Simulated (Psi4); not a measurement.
# SiH2 (SMILES [H][Si][H]) at FNO-CCSD/def2-TZVP (density fitting, density fitting for correlation)

Aim: the energy change on altering one bond length of SiH2 at FNO-CCSD/def2-TZVP (density fitting, density fitting for correlation), from 2 runs. Input form: a QCSchema input.

The calculation is run with Psi4 1.11.

1 further run of the same task is left out (set aside as unsound or not needed).

## 1. Starting point

SiH2 has 3 atoms, charge 0, and is taken as a singlet. SMILES: `[H][Si][H]`. The coordinates come from a GFN2-xTB relaxation.

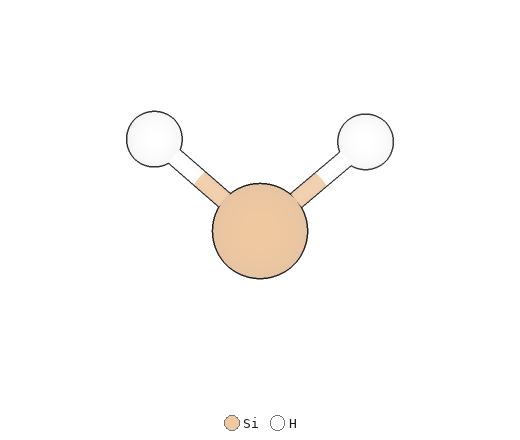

Viewed from a chosen angle; silicon light orange, hydrogen white.

## 2. The energy at FNO-CCSD/def2-TZVP (density fitting, density fitting for correlation)

job.json

```json
{
 "schema_name": "qcschema_input",
 "schema_version": 1,
 "molecule": {
  "schema_name": "qcschema_molecule",
  "schema_version": 2,
  "symbols": ["Si", "H", "H"],
  "geometry": [0.00986437, -0.01542017, -1.23909342, 2.09803064, -0.03781342, 0.63761249, -2.10789501, 0.05323358, 0.60148093],
  "molecular_charge": 0,
  "molecular_multiplicity": 1
 },
 "driver": "energy",
 "model": {
  "method": "fno-ccsd",
  "basis": "def2-TZVP"
 },
 "keywords": {
  "scf_type": "df",
  "freeze_core": true,
  "cc_type": "df"
 }
}
```

Command:

```
psi4 --qcschema job.json -n 1 --memory 1600MB
```

stdout:

```text
[...]
  Running in cs symmetry.
[...]
  Nuclear repulsion =   10.212188836349496
[...]
  Multiplicity = 1
[...]
  Nalpha       = 8
  Nbeta        = 8
[...]
    Number of basis functions: 49
[...]
   @DF-RHF iter   1:  -290.01477980656563   -5.47114e-01   3.96359e-03 DIIS/ADIIS
[...]
   @DF-RHF iter   9:  -290.02543061070406   -7.84439e-12   4.85692e-09 DIIS
[...]
    Orbital Energies [Eh]
    ---------------------
    Doubly Occupied:
       1Ap   -68.791526     2Ap    -6.140100     1App   -4.242911
       3Ap    -4.241777     4Ap    -4.241177     5Ap    -0.680343
       6Ap    -0.473748     7Ap    -0.330631
[...]
  @DF-RHF Final Energy:  -290.02543061070406
   => Energetics <=
    Nuclear Repulsion Energy =             10.2121888363494957
    One-Electron Energy =                -422.1908122500493619
    Two-Electron Energy =                 121.9531928029958436
    Total Energy =                       -290.0254306107040634
[...]
 Multipole Moments:
 ------------------------------------------------------------------------------------
     Multipole            Electronic (a.u.)      Nuclear  (a.u.)        Total (a.u.)
 ------------------------------------------------------------------------------------
 L = 1.  Multiply by 2.5417464519 to convert [e a0] to [Debye]
 Dipole X            :         -0.0121449            0.0141446            0.0019997
 Dipole Y            :         -1.5293126            1.7188521            0.1895395
 Dipole Z            :          0.0000000            0.0000000            0.0000000
 Magnitude           :                                                    0.1895501
[...]
      * MP2 total energy:                  -290.127149825453
[...]
      * CCSD total energy:                 -290.155743118966
[...]
```

The result, in JSON:

```text
{
 "driver": "energy",
 "model": {
  "method": "fno-ccsd",
  "basis": "def2-TZVP"
 },
 "success": true,
 "return_result": -290.1557431189657,
 "properties": {
  "calcinfo_nbasis": 49,
  "calcinfo_nmo": 49,
  "calcinfo_nalpha": 8,
  "calcinfo_nbeta": 8,
  "calcinfo_natom": 3,
  "nuclear_repulsion_energy": 10.212188836349496,
  "return_energy": -290.1557431189657,
  "scf_one_electron_energy": -422.19081225004936,
  "scf_two_electron_energy": 121.95319280299584,
  "scf_dipole_moment": [0.001999745521532703, 0.18953950609232773, 0.0],
  "scf_total_energy": -290.02543061070406,
  "scf_iterations": 9,
  "mp2_same_spin_correlation_energy": -0.010765888691744028,
  "mp2_opposite_spin_correlation_energy": -0.09095332605747078,
  "mp2_singles_energy": 0.0,
  "mp2_doubles_energy": -0.1017192147492148,
  "mp2_correlation_energy": -0.1017192147492148,
  "mp2_total_energy": -290.1271498254533,
  "ccsd_same_spin_correlation_energy": -0.01172975271475498,
  "ccsd_opposite_spin_correlation_energy": -0.11858275554686448,
  "ccsd_singles_energy": 0.0,
  "ccsd_doubles_energy": -0.13031250826161947,
  "ccsd_correlation_energy": -0.13031250826161944,
  "ccsd_total_energy": -290.1557431189657,
  "ccsd_iterations": 14
 }
}
```

It took 1.7 s on 1 thread of Intel Xeon 6975P-C (Granite Rapids), shared host; peak memory 0.21 GiB.

## 3. The distorted shape, same level

input.json

```json
{
 "schema_name": "qcschema_input",
 "schema_version": 1,
 "molecule": {
  "schema_name": "qcschema_molecule",
  "schema_version": 2,
  "symbols": ["Si", "H", "H"],
  "geometry": [-2.0783, 0.00697309, -3.11579744, 2.09803064, -0.03781342, 0.63761249, -4.19605938, 0.07562684, -1.27522309],
  "molecular_charge": 0,
  "molecular_multiplicity": 1
 },
 "driver": "energy",
 "model": {
  "method": "fno-ccsd",
  "basis": "def2-TZVP"
 },
 "keywords": {
  "scf_type": "df",
  "freeze_core": true,
  "cc_type": "df"
 }
}
```

Command:

```
psi4 --qcschema input.json -n 1 --memory 1600MB
```

stdout:

```text
[...]
  Running in cs symmetry.
[...]
  Nuclear repulsion =    7.633308453671295
[...]
  Multiplicity = 1
[...]
  Nalpha       = 8
  Nbeta        = 8
[...]
    Number of basis functions: 49
[...]
   @DF-RHF iter   1:  -289.87304128212270   -6.59223e-01   3.78196e-03 ADIIS/DIIS
[...]
   @DF-RHF iter  10:  -289.88546730014554   -9.26548e-12   7.44884e-09 DIIS
[...]
    Orbital Energies [Eh]
    ---------------------
    Doubly Occupied:
       1Ap   -68.886902     2Ap    -6.228782     1App   -4.329407
       3Ap    -4.328371     4Ap    -4.328042     5Ap    -0.685082
       6Ap    -0.426230     7Ap    -0.284474
[...]
  @DF-RHF Final Energy:  -289.88546730014554
   => Energetics <=
    Nuclear Repulsion Energy =              7.6333084536712947
    One-Electron Energy =                -416.0429737013538443
    Two-Electron Energy =                 118.5241979475370044
    Total Energy =                       -289.8854673001455353
[...]
 Multipole Moments:
 ------------------------------------------------------------------------------------
     Multipole            Electronic (a.u.)      Nuclear  (a.u.)        Total (a.u.)
 ------------------------------------------------------------------------------------
 L = 1.  Multiply by 2.5417464519 to convert [e a0] to [Debye]
 Dipole X            :          2.4356480           -0.9513365            1.4843115
 Dipole Y            :         -3.6733821            2.5866308           -1.0867513
 Dipole Z            :          0.0000000            0.0000000            0.0000000
 Magnitude           :                                                    1.8396220
[...]
      * MP2 total energy:                  -289.995700409579
[...]
      * CCSD total energy:                 -290.044695948028
[...]
```

The result, in JSON:

```text
{
 "driver": "energy",
 "model": {
  "method": "fno-ccsd",
  "basis": "def2-TZVP"
 },
 "success": true,
 "return_result": -290.0446959480282,
 "properties": {
  "calcinfo_nbasis": 49,
  "calcinfo_nmo": 49,
  "calcinfo_nalpha": 8,
  "calcinfo_nbeta": 8,
  "calcinfo_natom": 3,
  "nuclear_repulsion_energy": 7.633308453671295,
  "return_energy": -290.0446959480282,
  "scf_one_electron_energy": -416.04297370135384,
  "scf_two_electron_energy": 118.524197947537,
  "scf_dipole_moment": [1.4843115378942593, -1.0867513071783321, 0.0],
  "scf_total_energy": -289.88546730014554,
  "scf_iterations": 10,
  "mp2_same_spin_correlation_energy": -0.009514876860693246,
  "mp2_opposite_spin_correlation_energy": -0.1007182325728534,
  "mp2_singles_energy": 0.0,
  "mp2_doubles_energy": -0.11023310943354664,
  "mp2_correlation_energy": -0.11023310943354664,
  "mp2_total_energy": -289.99570040957906,
  "ccsd_same_spin_correlation_energy": -0.010826829073037334,
  "ccsd_opposite_spin_correlation_energy": -0.14840181880963774,
  "ccsd_singles_energy": 0.0,
  "ccsd_doubles_energy": -0.15922864788267507,
  "ccsd_correlation_energy": -0.15922864788267505,
  "ccsd_total_energy": -290.0446959480282,
  "ccsd_iterations": 18
 }
}
```

It took 1.8 s on 1 thread of Intel Xeon 6975P-C (Granite Rapids), shared host; peak memory 0.21 GiB.

## 4. What came out

Level: FNO-CCSD/def2-TZVP (density fitting, density fitting for correlation), 5 core orbitals frozen.

| quantity | value |
| --- | --- |
| first shape: total energy | -290.15574 Eh |
| first shape: HOMO energy (Hartree–Fock orbitals) | -9.00 eV |
| first shape: LUMO energy (Hartree–Fock orbitals) | 0.17 eV |
| first shape: HOMO–LUMO gap (Hartree–Fock orbitals) | 9.17 eV |
| first shape: correlation energy (5 core orbitals frozen) | -130.3 mEh |
| first shape: T1 diagnostic | 0.014 |
| distorted shape: total energy | -290.04470 Eh |
| distorted shape: HOMO energy (Hartree–Fock orbitals) | -7.74 eV |
| distorted shape: LUMO energy (Hartree–Fock orbitals) | -0.83 eV |
| distorted shape: HOMO–LUMO gap (Hartree–Fock orbitals) | 6.91 eV |
| distorted shape: correlation energy (5 core orbitals frozen) | -159.2 mEh |
| distorted shape: T1 diagnostic | 0.074 |
| energy change with the Si1–H2 bond stretched from 1.486 to 2.971 Å | 3.022 eV |

In words: One bond (distorted shape) is far stretched, which a spin-restricted single reference describes badly; a broken-symmetry solution may lie lower. With the Si1–H2 bond stretched from 1.486 to 2.971 Å the energy rises by 3.02 eV (70 kcal/mol). The first shape isn't relaxed at this level, so the change isn't measured from a minimum. A restricted reference can't describe the breaking bond well at this length. The T1 diagnostic (distorted shape) of 0.074 is above the customary mark for such species, so a single reference may not serve.
